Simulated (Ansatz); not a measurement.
# BSiGeH (triplet): correlated methods under varied settings at a displaced geometry (v2)

What do other methods and options give for BSiGeH (triplet) at this geometry, and how long do they take?

Computed with Ansatz 0.2.0, Gaussian basis. Level: the settings change from run to run.

21 further runs of the same task are left out: 9 that didn't finish, 12 set aside as unsound or not needed.

### 1 The geometry

The geometry is a PBE0/def2-TZVP stationary point (not a proven minimum) with its atoms shifted at random (size 0.100 Å). No spin-orbit coupling is included. The filled d shell of Ge may be among the frozen orbitals whatever the setting's name suggests; the logs give the count.

4 atoms, charge 0, spin multiplicity 3.

Atoms are counted from 1 here; the program's logs count them from 0.

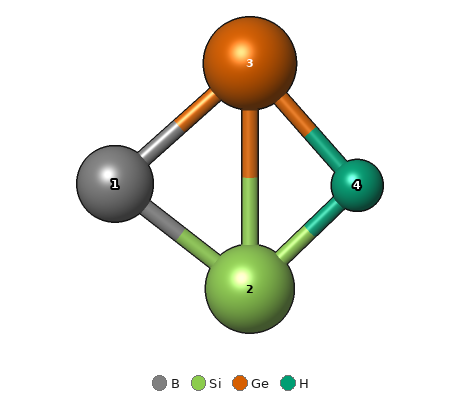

The geometry (boron grey, silicon green, germanium orange, hydrogen teal); atoms are numbered from 1 in the order of the file.

### 2 MP2 on UHF/def2-SVP

Input file in.yaml:

```yaml
crystal:
  periodic: [false, false, false]
  atoms:
    - {symbol: B, position_ang: [0.098152, 1.346262, 0.643535]}
    - {symbol: Si, position_ang: [-0.066722, -0.218131, 1.752123]}
    - {symbol: Ge, position_ang: [0.009899, -0.097021, -0.780472]}
    - {symbol: H, position_ang: [0.093007, -1.369648, 0.522806]}
basis:
  gaussian: {orbitals: def2-SVP}
magnetization: {spin_polarized: true, initial_magnetization: 2}
correlation: {method: mp2, electrons: outside_noble_gas}
output: {forces: true}
```

On the command line:

```console
ansatz run in.yaml --threads 1 --pin off --events-out ev --progress --plain --max-ram 2393MiB
```

The log of the run:

```text
Functional definition: HF
  name "HF"
  cite "Fock, Z. Phys. 61, 126 (1930) doi:10.1007/BF01340294"
  parent pbe
  exchange = exact_x
  correlation = 0
679 factors; integrals over basis functions are off by at most 1.1e-3 eV
mean field evaluation 1: about -65007.3178 eV, gradient 8.3e0 eV
mean field evaluation 2: about -65007.3309 eV, gradient 8.3e0 eV
mean field evaluation 4: about -65008.6790 eV, gradient 2.8e0 eV
mean field evaluation 8: about -65008.9122 eV, gradient 3.9e-1 eV
mean field evaluation 16: about -65008.9287 eV, gradient 3.0e-6 eV
mean field evaluation 32: about -65008.9227 eV, gradient 1.6e-1 eV
mean field evaluation 64: about -65008.9275 eV, gradient 9.8e-2 eV
mean field -65008.92866945 eV, -2389.0340639678 hartree, gradient 4.1e-6 eV, S^2 2.120000; 9 other end points of the search recorded, 0 dependent functions left out
20 core orbitals not correlated: weight in the atoms' cores, before any rotation towards them, 1.000 or more for the frozen orbitals, at most 0.000 for the correlated occupied ones
reference -65008.92866945 eV, -2389.0340639678 hartree; 7, 5 occupied and 42, 44 virtual orbitals, 679 factors
second order -6.19652845 eV of doubles, -0.00000000 eV of singles
the calculation of the forces begins
Total energy: -65015.12519790 eV, -2389.2617821880 hartree
Atom 0 at     0.098152     1.346262     0.643535 Å, force    -0.061419    -0.151868    -0.161321 eV/Å
Atom 1 at    -0.066722    -0.218131     1.752123 Å, force     0.111495    -0.467909    -0.062031 eV/Å
Atom 2 at     0.009899    -0.097021    -0.780472 Å, force     0.100256    -0.183009     0.121427 eV/Å
Atom 3 at     0.093007    -1.369648     0.522806 Å, force    -0.150331     0.802786     0.101925 eV/Å
Dipole moment:    -0.029817    -0.188348    -0.115096 e Å
```

Run time: 7 s. Hardware: 1 thread of Arm Neoverse V2, shared host.

From the report: ⟨S²⟩ of the determinant 2.120 (pure triplet: 2.00).

### 3 NEVPT2(10,6)/6-31G

in.yaml, as its differences from that of step 2:

```diff
@@ -8,5 +8,4 @@
 basis:
-  gaussian: {orbitals: def2-SVP}
-magnetization: {spin_polarized: true, initial_magnetization: 2}
-correlation: {method: mp2, electrons: outside_noble_gas}
-output: {forces: true}
+  gaussian: {orbitals: 6-31G}
+magnetization: {spin_polarized: false, initial_magnetization: 2}
+correlation: {method: sc_nevpt2, electrons: outside_noble_gas, active_space: {window: {electrons: 10, orbitals: 6}}}
```

Launched as before.

The log of the run (excerpt; [...] marks lines left out):

```text
Functional definition: HF
  name "HF"
  cite "Fock, Z. Phys. 61, 126 (1930) doi:10.1007/BF01340294"
  parent pbe
[...]
548 factors; integrals over basis functions are off by at most 3.1e-4 eV
[...]
mean field -65007.88609625 eV, -2388.9957501092 hartree, gradient 1.5e-6 eV, S^2 2.000000; 9 other end points of the search recorded, 0 dependent functions left out
reference -65007.88609625 eV, -2388.9957501092 hartree; 27, 25 occupied and 26, 28 virtual orbitals, 548 factors
state -65007.89392846 eV, -2388.9960379377 hartree
state -65007.89392846 eV, -2388.9960379377 hartree; corrected -65011.68434484 eV, -2389.1353331705 hartree
WARN: 2 active orbitals are nearly empty or full. The corrections depend on them more than the energy does, and are more stable in an active space without them
Total energy: -65011.68434484 eV, -2389.1353331705 hartree
```

Run time: 3.9 s. Hardware: 1 thread of Arm Neoverse V2, shared host.

From the report: 36 determinants; active occupations 2.00, 2.00, 2.00, 2.00, 1.00, 1.00. The report marks this result as in doubt.

### 4 MP2 on ROHF/def2-SVP

in.yaml, as its differences from that of step 3:

```diff
@@ -8,4 +8,5 @@
 basis:
-  gaussian: {orbitals: 6-31G}
+  gaussian: {orbitals: def2-SVP, point_charges: [{charge: 0.50, position_ang: [4.827, 0.045, 0.543]}]}
 magnetization: {spin_polarized: false, initial_magnetization: 2}
-correlation: {method: sc_nevpt2, electrons: outside_noble_gas, active_space: {window: {electrons: 10, orbitals: 6}}}
+correlation: {method: mp2, electrons: outside_noble_gas}
+output: {forces: true}
```

Launched as before.

The log of the run (excerpt; [...] marks lines left out):

```text
Functional definition: HF
  name "HF"
  cite "Fock, Z. Phys. 61, 126 (1930) doi:10.1007/BF01340294"
  parent pbe
[...]
679 factors; integrals over basis functions are off by at most 1.1e-3 eV
[...]
mean field -65008.69277528 eV, -2389.0253950170 hartree, gradient 2.1e-6 eV, S^2 2.000000; 8 other end points of the search recorded, 0 dependent functions left out
[...]
20 core orbitals not correlated: weight in the atoms' cores, before any rotation towards them, 1.000 or more for the frozen orbitals, at most 0.000 for the correlated occupied ones
reference -65008.69277528 eV, -2389.0253950170 hartree; 7, 5 occupied and 42, 44 virtual orbitals, 679 factors
second order -6.45175658 eV of doubles, -0.10120561 eV of singles
[...]
Total energy: -65015.24573747 eV, -2389.2662119356 hartree
Atom 0 at     0.098152     1.346262     0.643535 Å, force    -0.003326    -0.130283    -0.008360 eV/Å
Atom 1 at    -0.066722    -0.218131     1.752123 Å, force     0.100421    -0.406527    -0.010288 eV/Å
Atom 2 at     0.009899    -0.097021    -0.780472 Å, force     0.069026    -0.238961    -0.137525 eV/Å
Atom 3 at     0.093007    -1.369648     0.522806 Å, force    -0.147340     0.758079     0.152017 eV/Å
Dipole moment:    -0.160949    -0.217629    -0.066052 e Å
```

Wall time 10 s (1 thread of Arm Neoverse V2, shared host).

### 5 CASCI(2,6)/STO-3G

in.yaml, as its differences from that of step 4:

```diff
@@ -8,5 +8,6 @@
 basis:
-  gaussian: {orbitals: def2-SVP, point_charges: [{charge: 0.50, position_ang: [4.827, 0.045, 0.543]}]}
+  gaussian: {orbitals: STO-3G}
 magnetization: {spin_polarized: false, initial_magnetization: 2}
-correlation: {method: mp2, electrons: outside_noble_gas}
+hamiltonian: {pseudopotentials: {relativity: scalar}}
+correlation: {active_space: {window: {electrons: 2, orbitals: 6}, fixed_orbitals: true}}
 output: {forces: true}
```

Same command.

The log of the run (excerpt; [...] marks lines left out):

```text
Functional definition: HF
  name "HF"
  cite "Fock, Z. Phys. 61, 126 (1930) doi:10.1007/BF01340294"
  parent pbe
[...]
351 factors; integrals over basis functions are off by at most 7.6e-5 eV
[...]
mean field -64744.68599702 eV, -2379.3233248663 hartree, gradient 1.8e-7 eV, S^2 2.000000; 6 other end points of the search recorded, 0 dependent functions left out
reference -64744.68599702 eV, -2379.3233248663 hartree; 27, 25 occupied and 6, 8 virtual orbitals, 351 factors
state -64744.69165581 eV, -2379.3235328227 hartree
[...]
Total energy: -64744.69165581 eV, -2379.3235328227 hartree
Relativity: scalar
Atom 0 at     0.098152     1.346262     0.643535 Å, force    -0.234189    -3.508388    -1.257408 eV/Å
Atom 1 at    -0.066722    -0.218131     1.752123 Å, force     0.135846     0.471832     0.202384 eV/Å
Atom 2 at     0.009899    -0.097021    -0.780472 Å, force     0.224841     1.204199     1.390041 eV/Å
Atom 3 at     0.093007    -1.369648     0.522806 Å, force    -0.126497     1.832357    -0.335018 eV/Å
Dipole moment:     0.012131    -0.037795     0.189135 e Å
```

Wall time 1.8 s (1 thread of Arm Neoverse V2, shared host).

From the report: 36 determinants; active occupations 1.00, 1.00, 0.00, 0.00, 0.00, 0.00.

### 6 NEVPT2(4,9)/6-31G

Input file in.yaml:

```yaml
crystal:
  periodic: [false, false, false]
  atoms:
    - {symbol: B, position_ang: [0.098152, 1.346262, 0.643535]}
    - {symbol: Si, position_ang: [-0.066722, -0.218131, 1.752123]}
    - {symbol: Ge, position_ang: [0.009899, -0.097021, -0.780472]}
    - {symbol: H, position_ang: [0.093007, -1.369648, 0.522806]}
basis:
  gaussian: {orbitals: 6-31G}
magnetization: {spin_polarized: false, initial_magnetization: 2}
correlation: {method: sc_nevpt2, electrons: outside_noble_gas, active_space: {window: {electrons: 4, orbitals: 9}, states: [{multiplicity: 3, weights: [1, 1, 0.5]}]}}
```

The command is unchanged.

The log of the run (excerpt; [...] marks lines left out):

```text
Functional definition: HF
  name "HF"
  cite "Fock, Z. Phys. 61, 126 (1930) doi:10.1007/BF01340294"
  parent pbe
[...]
994 factors; integrals over basis functions are off by at most 1.2e-7 eV
[...]
mean field -65007.88645061 eV, -2388.9957631320 hartree, gradient 1.2e-6 eV, S^2 2.000000; 9 other end points of the search recorded, 0 dependent functions left out
reference -65007.88645061 eV, -2388.9957631320 hartree; 27, 25 occupied and 26, 28 virtual orbitals, 994 factors
state -65008.96240865 eV, -2389.0353038603 hartree
state -65008.09637939 eV, -2389.0034778721 hartree
state -65006.15572799 eV, -2388.9321602485 hartree
state -65008.96240865 eV, -2389.0353038603 hartree; corrected -65011.99598896 eV, -2389.1467858808 hartree
state -65008.09637939 eV, -2389.0034778721 hartree; corrected -65010.77333512 eV, -2389.1018541808 hartree
state -65006.15572799 eV, -2388.9321602485 hartree; corrected -65009.10918177 eV, -2389.0406976733 hartree
Total energy: -65010.92956599 eV, -2389.1075955593 hartree
```

It took 18 s on 1 thread of Arm Neoverse V2, shared host.

From the report: 1,296 determinants; active occupations (of the averaged states) 1.37, 1.35, 1.16, 0.05, 0.03, 0.03, 0.01, 0.01, 0.00.

### 7 The runs in one table

 † marks a result that the program doubts.

| level | correlated | functions | energy (eV) | time |
| --- | --- | --- | --- | --- |
| MP2 on UHF/def2-SVP | outside noble gas | 69 | -65015.1252 | 7 s |
| NEVPT2(10,6)/6-31G † | outside noble gas | 53 | -65011.6843 | 3.9 s |
| MP2 on ROHF/def2-SVP (beside a point charge) | outside noble gas | 69 | -65015.2457 | 10 s |
| CASCI(2,6)/STO-3G (relativity set) |  | 33 | -64744.6917 | 1.8 s |
| NEVPT2(4,9)/6-31G (mean of several states) | outside noble gas | 53 | -65010.9296 | 18 s |

### 8 Outcome

| quantity | value |
| --- | --- |
| runs | 5 |
| quickest | CASCI(2,6)/STO-3G (relativity set), 1.8 s |
| slowest | NEVPT2(4,9)/6-31G (mean of several states), 18 s |

**Reading.** Total energies in different bases, with other cores or another treatment of relativity can't be set against each other. NEVPT2(4,9)/6-31G (mean of several states) took 10 times as long as CASCI(2,6)/STO-3G (relativity set); the jobs differ in more than the method.
